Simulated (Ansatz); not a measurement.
**C$_{2}$H$_{8}$BN: geometry relaxation (part 2 of 2)**

The same run, continued: C$_{2}$H$_{8}$BN, SMILES CB(C)N; RKS r2SCAN-D4/6-31G* (Ansatz 0.2.0). It belongs to a series of runs on one base structure; here: end point A relaxed.

Geometry of the input (Å):
```
C  -0.6913  1.0716  -0.5915
B  0.0374  -0.1861  -0.1131
C  1.0462  -0.0589  1.0719
N  -0.1081  -1.5254  -0.7857
H  -1.4177  0.8657  -1.4629
H  -1.3373  1.5422  0.2358
H  0.0183  1.8829  -0.9347
H  0.5928  0.3159  1.9883
H  1.5405  -1.0325  1.3373
H  1.8793  0.6615  0.8358
H  -0.9166  -1.4275  -1.5056
H  -0.5665  -2.1646  -0.0418
```

### Trajectory as extended XYZ (Å, eV, eV/Å), 10 frames, from step=1 to step=10
```
12
Properties=species:S:1:pos:R:3:forces:R:3 step=1 energy=-4368.61873
C    -0.6913    1.0716   -0.5915   -1.8890   1.7213  -1.3431
B     0.0374   -0.1861   -0.1131    0.6392  -1.8301  -0.3579
C     1.0462   -0.0589    1.0719    1.3582  -0.7609   0.4289
N    -0.1081   -1.5254   -0.7857   -3.3894   0.7677   0.8332
H    -1.4177    0.8657   -1.4629    0.9260   0.4045   1.0336
H    -1.3373    1.5422    0.2358    0.9460  -0.5953  -0.9249
H     0.0183    1.8829   -0.9347   -0.6202  -0.6194   0.3648
H     0.5928    0.3159    1.9883   -0.2064   0.2420   0.2452
H     1.5405   -1.0325    1.3373   -0.2924   0.6554  -0.2074
H     1.8793    0.6615    0.8358   -0.6662  -0.4664   0.0538
H    -0.9166   -1.4275   -1.5056    1.7081  -0.2929   1.2296
H    -0.5665   -2.1646   -0.0418    1.4862   0.7741  -1.3559
12
Properties=species:S:1:pos:R:3:forces:R:3 step=2 energy=-4369.09574
C    -0.7037    1.0972   -0.6336   -0.5620   0.8131  -0.4706
B     0.0356   -0.1742   -0.1187    0.1043  -1.3857  -0.5312
C     1.0402   -0.0916    1.0911    0.4605  -0.1307   0.1158
N    -0.1640   -1.4731   -0.7922   -1.9360   0.0241   1.7425
H    -1.4067    0.9226   -1.4822    0.3784   0.0853   0.3757
H    -1.3056    1.5455    0.1916    0.2702  -0.2092  -0.2965
H    -0.0016    1.8990   -0.9391   -0.1776  -0.1827   0.0751
H     0.5803    0.3131    2.0011   -0.0807   0.0339   0.0489
H     1.5278   -1.0495    1.3499   -0.1616   0.1978  -0.0646
H     1.8532    0.6203    0.8423   -0.1917  -0.1516   0.0364
H    -0.9983   -1.4436   -1.4247    0.9740  -0.1403   0.5397
H    -0.3802   -2.2208   -0.0518    0.9224   1.0462  -1.5713
12
Properties=species:S:1:pos:R:3:forces:R:3 step=3 energy=-4369.35896
C    -0.6782    1.1224   -0.6426   -0.1159  -0.1675   0.0268
B    -0.0086   -0.2327   -0.1494    0.7631   1.7813   0.9397
C     1.0062   -0.0950    1.0716   -0.0585   0.0259  -0.2255
N    -0.2408   -1.4571   -0.7338   -1.5030  -2.0297  -0.0140
H    -1.3891    1.0290   -1.4789    0.1006   0.0831   0.0622
H    -1.2224    1.5355    0.2263   -0.0461  -0.0241  -0.1784
H     0.0713    1.8896   -0.8864   -0.0338  -0.0808  -0.1048
H     0.5058    0.3377    1.9485    0.0015  -0.0742   0.0813
H     1.5241   -1.0164    1.3679   -0.0385   0.0089   0.0520
H     1.7688    0.6471    0.7881    0.0673  -0.0776   0.0686
H    -1.0528   -1.5219   -1.3564    0.4547  -0.0777   0.0642
H    -0.2074   -2.2935   -0.1211    0.4085   0.6325  -0.7721
12
Properties=species:S:1:pos:R:3:forces:R:3 step=4 energy=-4369.49110
C    -0.6710    1.1414   -0.6723    0.2143   0.0322  -0.2336
B     0.0750   -0.1721   -0.1881   -0.9128   0.0675   0.8330
C     1.0521   -0.0942    1.0581    0.3400   0.0230  -0.3100
N    -0.3969   -1.4270   -0.6124    0.4242   0.1726   0.1699
H    -1.2923    1.0064   -1.5686    0.0210   0.0581  -0.0065
H    -1.3387    1.4717    0.1418    0.0675  -0.0583  -0.0599
H     0.0195    1.9786   -0.8475   -0.0611   0.0091  -0.0566
H     0.5078    0.2649    1.9455   -0.0382  -0.0361  -0.0959
H     1.5209   -1.0518    1.3156    0.0461  -0.0233   0.0705
H     1.8527    0.6384    0.8852    0.0672  -0.0148   0.0794
H    -1.1525   -1.5321   -1.2672   -0.1302  -0.1428  -0.2043
H    -0.0995   -2.2794   -0.1562   -0.0380  -0.0872  -0.1859
12
Properties=species:S:1:pos:R:3:forces:R:3 step=5 energy=-4369.41229 accepted=F
C    -0.6326    1.1525   -0.7114   -0.7716   0.0466   0.3747
B     0.0032   -0.1696   -0.1177    1.1623   0.5830  -0.6673
C     1.1165   -0.0873    1.0053   -0.5306  -0.2352   0.8729
N    -0.4539   -1.4221   -0.5463   -0.1231  -0.1135   0.0764
H    -1.2337    1.0099   -1.6197    0.0753  -0.0218  -0.0512
H    -1.3641    1.4194    0.0763   -0.0911   0.1779  -0.1209
H    -0.0285    2.0634   -0.8304    0.2650  -0.3732   0.0139
H     0.5018    0.1681    1.8910    0.1608  -0.0064   0.1767
H     1.5847   -1.0474    1.2652    0.0563   0.0096  -0.1243
H     1.8928    0.6895    1.0057   -0.1557  -0.0243  -0.5003
H    -1.1803   -1.5400   -1.2375   -0.0710  -0.0162  -0.0193
H    -0.1289   -2.2917   -0.1467    0.0235  -0.0264  -0.0314
12
Properties=species:S:1:pos:R:3:forces:R:3 step=6 energy=-4369.54640
C    -0.6813    1.1420   -0.6639    0.1010   0.0221  -0.1392
B     0.0256   -0.1758   -0.1409   -0.4634   0.1555   0.5061
C     1.0468   -0.0940    1.0672    0.2027  -0.0037  -0.1650
N    -0.4074   -1.4278   -0.6005    0.2277   0.0736   0.0998
H    -1.2875    1.0030   -1.5698    0.0119   0.0393   0.0031
H    -1.3535    1.5181    0.1251    0.0472  -0.0243  -0.0445
H     0.0409    1.9496   -0.8505   -0.0563   0.0027  -0.0377
H     0.5380    0.2676    1.9743   -0.0166  -0.0170  -0.0618
H     1.5273   -1.0499    1.3133    0.0239  -0.0051   0.0464
H     1.8391    0.6389    0.8588    0.0408  -0.0216   0.0602
H    -1.1328   -1.5372   -1.2898   -0.1037  -0.1128  -0.1561
H    -0.0783   -2.2898   -0.1894   -0.0151  -0.1088  -0.1114
12
Properties=species:S:1:pos:R:3:forces:R:3 step=7 energy=-4369.57810
C    -0.7068    1.1426   -0.6474   -0.0309   0.0027   0.0067
B    -0.0314   -0.1735   -0.0804   -0.0087  -0.0559  -0.0074
C     1.0325   -0.0972    1.0911    0.0213  -0.0073   0.0041
N    -0.3966   -1.4261   -0.6057    0.0149   0.0729   0.0302
H    -1.3500    0.9820   -1.5229   -0.0025  -0.0016  -0.0050
H    -1.3266    1.6108    0.1321   -0.0015   0.0103  -0.0014
H     0.0455    1.8972   -0.9159    0.0060  -0.0064  -0.0124
H     0.5769    0.3258    1.9988    0.0002   0.0009  -0.0009
H     1.4763   -1.0641    1.3641   -0.0076   0.0016   0.0071
H     1.8539    0.5851    0.8297    0.0079  -0.0048   0.0047
H    -1.0802   -1.5376   -1.3425    0.0077  -0.0194  -0.0059
H    -0.0166   -2.3003   -0.2673   -0.0069   0.0070  -0.0198
12
Properties=species:S:1:pos:R:3:forces:R:3 step=8 energy=-4369.57982
C    -0.7232    1.1415   -0.6392    0.0548  -0.0257   0.0301
B    -0.0349   -0.1708   -0.0730   -0.0260  -0.0262  -0.0299
C     1.0256   -0.1010    1.1042   -0.0486   0.0373  -0.0412
N    -0.3792   -1.4186   -0.6209    0.0310  -0.0009   0.0300
H    -1.4065    0.9689   -1.4809   -0.0089  -0.0126  -0.0055
H    -1.2943    1.6454    0.1532   -0.0212   0.0249   0.0166
H     0.0313    1.8706   -0.9667    0.0057   0.0125  -0.0061
H     0.5874    0.3747    1.9927   -0.0109   0.0114   0.0268
H     1.4246   -1.0749    1.4132    0.0115  -0.0401   0.0038
H     1.8777    0.5336    0.8234    0.0241   0.0112  -0.0094
H    -1.0474   -1.5319   -1.3704   -0.0271   0.0166  -0.0284
H     0.0159   -2.2927   -0.3017    0.0156  -0.0084   0.0133
12
Properties=species:S:1:pos:R:3:forces:R:3 step=9 energy=-4369.57778 accepted=F
C    -0.7289    1.1411   -0.6336   -0.0242   0.1143   0.0698
B    -0.0403   -0.1720   -0.0694    0.0074   0.0050  -0.0190
C     1.0187   -0.1013    1.1092    0.0790   0.0071   0.1188
N    -0.3686   -1.4182   -0.6300   -0.0231  -0.0054  -0.0113
H    -1.4322    0.9620   -1.4606    0.0384   0.0203   0.0550
H    -1.2799    1.6684    0.1668    0.0896  -0.0844  -0.1435
H     0.0303    1.8578   -0.9906   -0.0875  -0.0708   0.0389
H     0.5887    0.3996    1.9954    0.0756  -0.0843  -0.1340
H     1.4025   -1.0845    1.4334   -0.0588   0.1755  -0.0504
H     1.8870    0.5151    0.8144   -0.1205  -0.0926   0.0493
H    -1.0328   -1.5315   -1.3844    0.0035   0.0238   0.0052
H     0.0325   -2.2917   -0.3169    0.0205  -0.0085   0.0213
12
Properties=species:S:1:pos:R:3:forces:R:3 step=10 energy=-4369.58021
C    -0.7232    1.1416   -0.6360   -0.0017  -0.0041   0.0050
B    -0.0375   -0.1719   -0.0727    0.0021  -0.0103   0.0025
C     1.0208   -0.1003    1.1053   -0.0008   0.0045  -0.0095
N    -0.3752   -1.4200   -0.6234   -0.0006   0.0072  -0.0024
H    -1.4170    0.9666   -1.4692   -0.0033   0.0017  -0.0013
H    -1.2831    1.6568    0.1583   -0.0003   0.0015  -0.0010
H     0.0322    1.8636   -0.9783    0.0016  -0.0026  -0.0007
H     0.5845    0.3802    1.9929   -0.0018   0.0006   0.0051
H     1.4162   -1.0763    1.4169    0.0021  -0.0016   0.0023
H     1.8767    0.5293    0.8217    0.0026  -0.0003   0.0000
H    -1.0438   -1.5320   -1.3738    0.0027   0.0006  -0.0049
H     0.0264   -2.2928   -0.3077   -0.0026   0.0029   0.0049
```

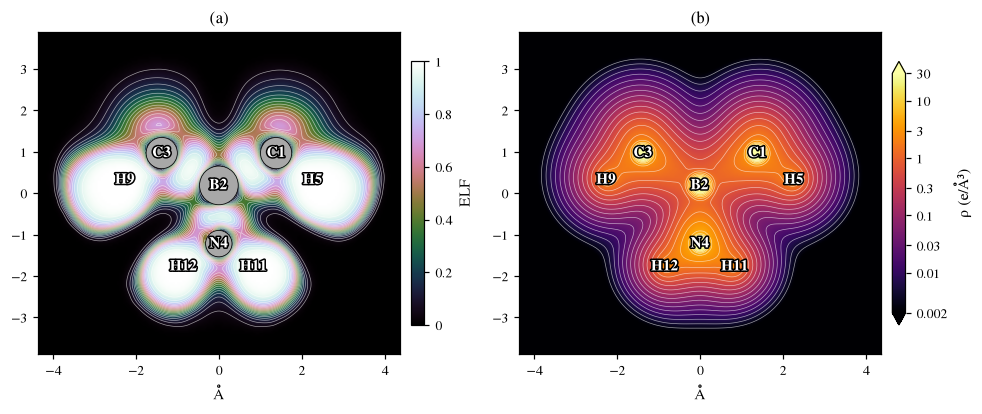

Figure 1. (a) ELF; (b) total electron density on the plane of atoms B2, C1 and H5. Grey discs, where drawn, cover atomic cores. The plane passes through C, B, N and H nuclei. B–N (1.41 Å): ρ at the midpoint is about 1.9 e/Å³; the ELF peaks at about 0.95 between the atoms (a shared but strongly polarised pair). C–H (1.10 Å): ρ at the midpoint is about 1.9 e/Å³; the ELF climbs to about 1 towards the hydrogen; a covalent bond by its length.

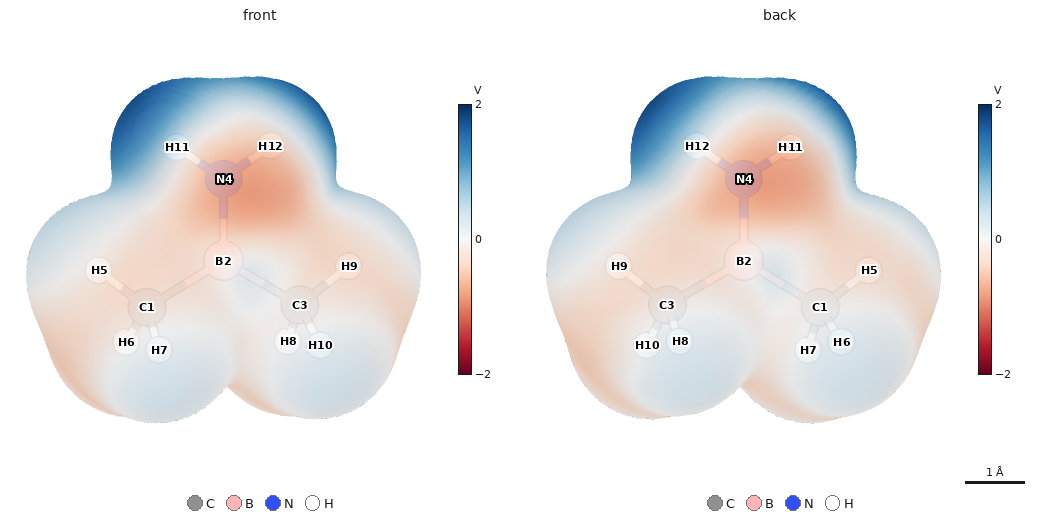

Figure 2. The electrostatic potential painted on the density surface at 0.002 e/bohr³, seen at a tilt and from behind; the colour scale runs from red (negative) to blue (positive). A positive charge is drawn to the negative regions and a negative charge to the positive ones.
